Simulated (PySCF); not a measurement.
**CH₃NOSi: one change and its effect**

System: CH₃NOSi.
Method of the first run: GIAO HF/pcSseg-2 NMR shielding, non-relativistic, gas phase (PySCF 2.14.0).

The geometry comes from this level: PBE0-D3(BJ)/def2-SVP. Text and figures count atoms from 1; the logs count them from 0 in places.

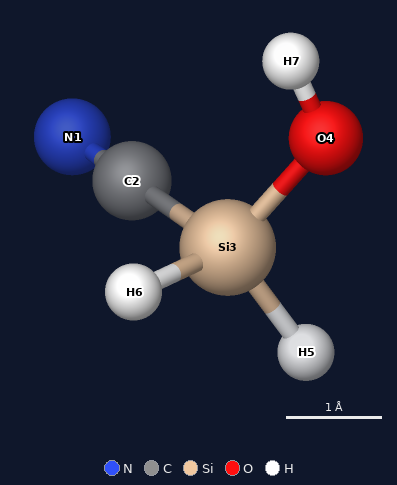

Fig. 1: The structure as given in the input (ball-and-stick view, seen at a tilt; atoms are numbered from 1 in the order of the input).

## Input file, the first run
```
{"job": {"kind": "nmr", "xc": "HF", "basis": "pcSseg-2", "pop": false}, "charge": 0, "multiplicity": 1}
N      2.546130    -0.484756     0.206930
C      1.455516    -0.110281     0.082557
Si    -0.315237     0.454143    -0.096127
O     -1.288811    -0.844504    -0.400203
H     -0.388322     1.348863    -1.272102
H     -0.639434     1.155774     1.175528
H     -1.335742    -1.548338     0.253582
```

The first line tells a small driver script what to run in PySCF; the rest is the geometry in Å.

Launched with:
```bash
OMP_NUM_THREADS=1 python <driver script> task.json out
```

Hardware: 1 CPU thread, shared host.

## Output (the first run)
```
final grid: 61456 points
cycle   1  E = -457.8776584306  dE =  2.373e-01  |g| = 6.491e-01  |ddm| = 1.949e+00
cycle   2  E = -457.9373985153  dE = -5.974e-02  |g| = 5.019e-01  |ddm| = 5.410e-01
cycle   3  E = -457.9852817455  dE = -4.788e-02  |g| = 7.529e-02  |ddm| = 2.537e-01
cycle   4  E = -457.9870384297  dE = -1.757e-03  |g| = 3.800e-02  |ddm| = 7.072e-02
cycle   5  E = -457.9873640503  dE = -3.256e-04  |g| = 7.495e-03  |ddm| = 2.771e-02
cycle   6  E = -457.9873849546  dE = -2.090e-05  |g| = 2.482e-03  |ddm| = 7.340e-03
cycle   7  E = -457.9873872616  dE = -2.307e-06  |g| = 7.323e-04  |ddm| = 2.905e-03
cycle   8  E = -457.9873874766  dE = -2.150e-07  |g| = 1.777e-04  |ddm| = 8.146e-04
cycle   9  E = -457.9873875019  dE = -2.527e-08  |g| = 7.382e-05  |ddm| = 2.254e-04
cycle  10  E = -457.9873875099  dE = -8.021e-09  |g| = 4.069e-05  |ddm| = 1.092e-04
cycle  11  E = -457.9873875131  dE = -3.200e-09  |g| = 1.361e-05  |ddm| = 9.127e-05
cycle  12  E = -457.9873875134  dE = -2.891e-10  |g| = 3.041e-06  |ddm| = 3.296e-05
converged SCF energy = -457.9873875134

GIAO shielding tensors (ppm)
atom      isotropic    diamagn.    paramagn.     s11        s22        s33       span
  0 N     -112.961     329.606    -442.567   -318.654   -307.120    286.890    605.543
  1 C       56.806     268.608    -211.802    -64.580    -61.072    296.070    360.650
  2 Si     439.272     872.027    -432.755    383.531    440.803    493.481    109.949
  3 O      316.805     386.220     -69.415    296.648    314.785    338.983     42.335
  4 H       27.246      28.046      -0.799     24.324     25.554     31.861      7.537
  5 H       27.175      28.395      -1.220     24.205     25.586     31.734      7.530
  6 H       29.829      30.971      -1.141     21.717     24.187     43.584     21.867
```

The input of the second run differs as follows (lines with − go, lines with + come):
```diff
-"xc": "HF"
+"xc": "KT3"
```

What does this change do to the results?

The total energies belong to different methods, so their difference says nothing on which is more stable or more accurate. The HOMO goes from −12.88 to −8.27 eV. The LUMO goes from 1.83 to −2.19 eV. The dipole moment goes from 3.26 to 3.04 D. Of all shieldings, the largest change is that of N1, by +37.0 ppm. The method changes from HF to KT3. Exact exchange removes part of the self-interaction error of semilocal functionals, which pushes filled and empty levels apart. The SCF takes 16 iterations against 12.

## Output (the second run)
```
coarse grid: 6720 points
cycle   1  E = -464.0431672871  dE =  3.673e-01  |g| = 9.158e-01  |ddm| = 1.998e+00
cycle   2  E = -463.1589790137  dE =  8.842e-01  |g| = 2.183e+00  |ddm| = 2.449e+00
cycle   3  E = -464.1783170772  dE = -1.019e+00  |g| = 3.172e-01  |ddm| = 2.158e+00
cycle   4  E = -464.1828019041  dE = -4.485e-03  |g| = 2.967e-01  |ddm| = 2.690e-01
cycle   5  E = -464.2019629829  dE = -1.916e-02  |g| = 6.345e-02  |ddm| = 1.718e-01
cycle   6  E = -464.2029539817  dE = -9.910e-04  |g| = 9.126e-03  |ddm| = 5.470e-02
cycle   7  E = -464.2029779002  dE = -2.392e-05  |g| = 2.633e-03  |ddm| = 1.137e-02
cycle   8  E = -464.2029797527  dE = -1.853e-06  |g| = 5.302e-04  |ddm| = 2.827e-03
final grid: 61456 points
cycle   9  E = -464.2235306411  dE = -2.323e-04  |g| = 1.477e-02  |ddm| = 8.806e-02
cycle  10  E = -464.2234560661  dE =  7.458e-05  |g| = 2.297e-02  |ddm| = 1.804e-02
cycle  11  E = -464.2235347039  dE = -7.864e-05  |g| = 9.505e-03  |ddm| = 1.536e-02
cycle  12  E = -464.2235497826  dE = -1.508e-05  |g| = 4.552e-03  |ddm| = 5.318e-03
cycle  13  E = -464.2235541964  dE = -4.414e-06  |g| = 3.887e-04  |ddm| = 2.314e-03
cycle  14  E = -464.2235542337  dE = -3.733e-08  |g| = 9.344e-05  |ddm| = 4.043e-04
cycle  15  E = -464.2235542361  dE = -2.407e-09  |g| = 1.523e-05  |ddm| = 9.130e-05
cycle  16  E = -464.2235542362  dE = -6.867e-11  |g| = 2.706e-06  |ddm| = 2.018e-05
converged SCF energy = -464.2235542362

GIAO shielding tensors (ppm)
atom      isotropic    diamagn.    paramagn.     s11        s22        s33       span
  0 N      -75.966     331.588    -407.553   -265.754   -248.751    286.608    552.362
  1 C       64.824     264.132    -199.307    -48.734    -41.698    284.905    333.640
  2 Si     414.729     877.634    -462.905    352.358    407.924    483.904    131.545
  3 O      299.909     384.222     -84.313    283.050    294.378    322.300     39.250
  4 H       26.617      28.273      -1.656     23.885     25.095     30.869      6.984
  5 H       26.332      28.649      -2.316     23.394     24.862     30.741      7.347
  6 H       30.403      31.292      -0.889     23.046     25.656     42.508     19.462
```

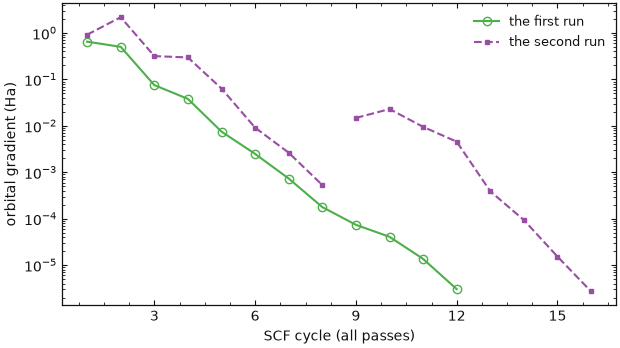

Fig. 2: Convergence of the two runs: orbital gradient against the SCF cycle. A break in a curve parts two SCF passes (coarse and final grid). The first run takes 12 cycles in all, and the second run takes 16.

## The two runs side by side

```csv
quantity,the first run,the second run
outcome,converged,converged
total energy (hartree),−457.987388,−464.223554
HOMO (eV),−12.88,−8.27
LUMO (eV),1.83,−2.19
dipole moment (D),3.26,3.04
shielding of N1 (ppm),−113.0,−76.0
shielding of C2 (ppm),56.8,64.8
shielding of Si3 (ppm),439.3,414.7
shielding of O4 (ppm),316.8,299.9
shielding of H5 (ppm),27.2,26.6
shielding of H6 (ppm),27.2,26.3
shielding of H7 (ppm),29.8,30.4
SCF iterations,12,16
basis functions,193,193
wall time (shared host),11 s,25 s
```
